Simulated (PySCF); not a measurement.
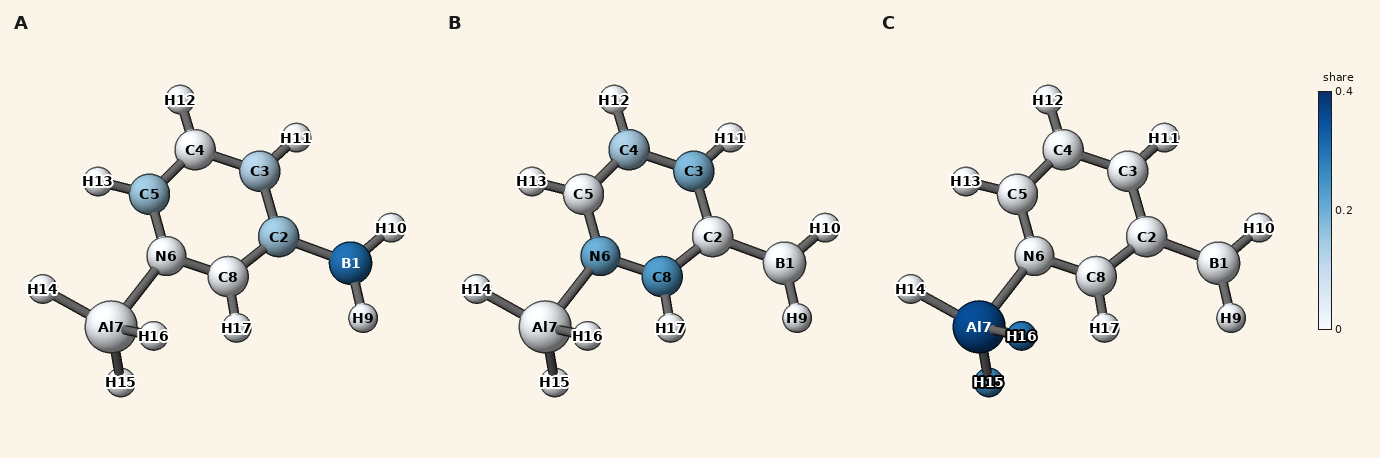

Each panel colours the atoms by their Löwdin share in one orbital (up to four of the largest shares; other atoms are shown as zero). The computed structure is the end point of a GFN2-xTB optimisation. No frequency run is at hand to confirm it as a minimum. Computed with B3LYP/def2-SVPD (PySCF 2.14.0).

**The panels show the HOMO, LUMO, LUMO+1, in some order. Which is which?**

A: LUMO, −3.27 eV; B1 0.30, C5 0.15, C2 0.15, C3 0.12
B: LUMO+1, −2.30 eV; C8 0.23, N6 0.20, C3 0.18, C4 0.14
C: HOMO, −7.01 eV; Al7 0.36, H16 0.29, H15 0.26

The geometry is semi-empirical. Around Al, B such bond lengths and angles can be off by a tenth of an ångström or more and by several degrees, and values that hang on the shape move with them.
